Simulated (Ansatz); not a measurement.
A computed series for AlCo: response to strain

Start from AlCo in the CsCl type structure (space group Pm-3m, No. 221; not spin-polarised; relaxed with 0.1 eV smearing).

```yaml
crystal:
  lattice:
    - [2.85270, 0.00000, 0.00000]
    - [0.00000, 2.85270, 0.00000]
    - [0.00000, 0.00000, 2.85270]
  atoms:
    - { symbol: Al, position: [0.00000, 0.00000, 0.00000] }
    - { symbol: Co, position: [0.50000, 0.50000, 0.50000] }
```

Strains are applied to the cell and any free atomic positions relax.

Calculations: Ansatz (a program for electronic structure), PBE, PAW, cutoff 420 eV, spin-orbit coupling left out, earlier PAW set.

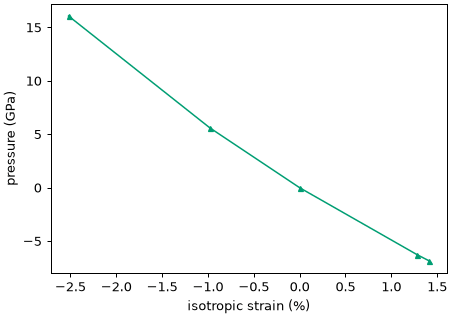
*Pressure against isotropic strain*

Task: From the plot, what is the pressure for isotropic strain +1.41 %?

Result: About -7 GPa.

Task: Is the trend monotonic over the range shown?

Result: Yes, it falls throughout, spanning -6.8 GPa to 16.1 GPa.

No phonon test of stability was made. Seeded moments were not kept for the base. All final runs are without spin polarisation.
